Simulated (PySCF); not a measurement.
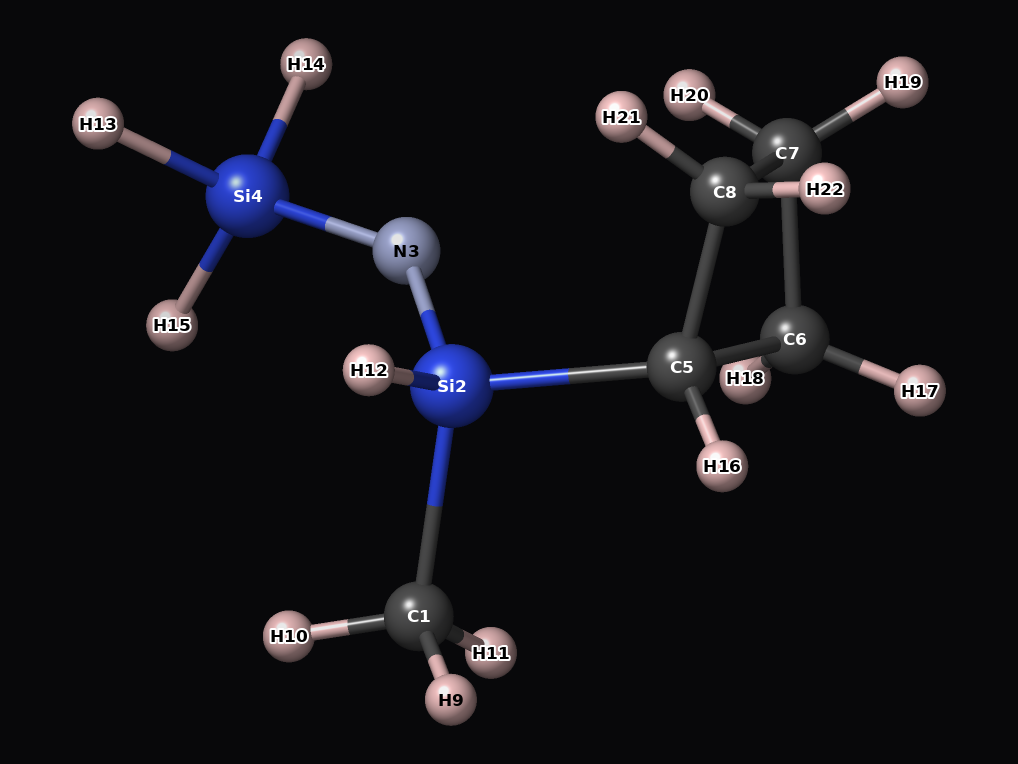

Charge −1, singlet. Computed geometry: GFN2-xTB optimisation. No frequency run is at hand to confirm it as a minimum. Electric field gradients from the ground-state density, PBE0/pcSseg-1 (PySCF 2.14.0), non-relativistic apart from any core potentials.

Give the largest field-gradient component, the quadrupole coupling constant and the asymmetry for 14N at N3 (Q = 20.44 mb).

```
atom  V_zz (a.u.)  e²qQ/h (MHz)     η
  N3        0.398          1.91  0.42
```

The geometry is semi-empirical. Around Si such bond lengths and angles can be off by a tenth of an ångström or more and by several degrees, and values that hang on the shape move with them.
